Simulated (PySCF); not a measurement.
ClH₂Si, doublet, SMILES `Cl[SiH2]`.

PySCF calculation, LDA (SVWN)/def2-SVPD, gas phase; geometry: GFN2-xTB. No frequency check shows the geometry to be a minimum. The stability of the open-shell solution wasn't checked. GFN2-xTB bond lengths at metals and heavier atoms can be off by up to 0.1 Å and shapes distorted, which carries into these values. GFN2-xTB doesn't know the spin state, so this open-shell geometry is rough.

Cartesian coordinates (Å):

```
Cl1     -1.0114   -0.0000    0.0149
Si2      1.0081   -0.0001   -0.0871
H3       1.5392    1.2254    0.4826
H4       1.5401   -1.2240    0.4832
```

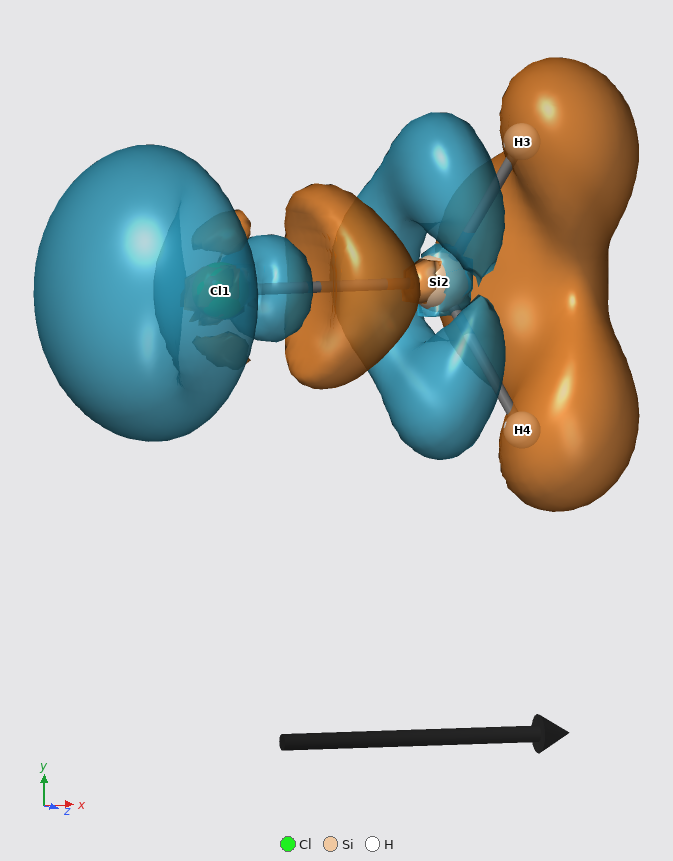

Change of the electron density in a uniform field of 0.41 V/Å along +x (arrow), surfaces at ±0.003 e/Å³ (light blue: gain, orange: loss).

How large is the response?

The induced dipole is 1.12 D (along the field); α along this axis, from the fields in both directions, is 55 bohr³ (8.2 Å³).

Which atoms gain and lose the most charge?

Electrons gather most on Cl1 (Hirshfeld charge changes by −0.051 e) and leave Si2 most (+0.027 e); 0.083 electrons are displaced in all.

Run time: 13 s on 1 thread of Arm Neoverse N1, on a shared host, peak memory 0.22 GiB.
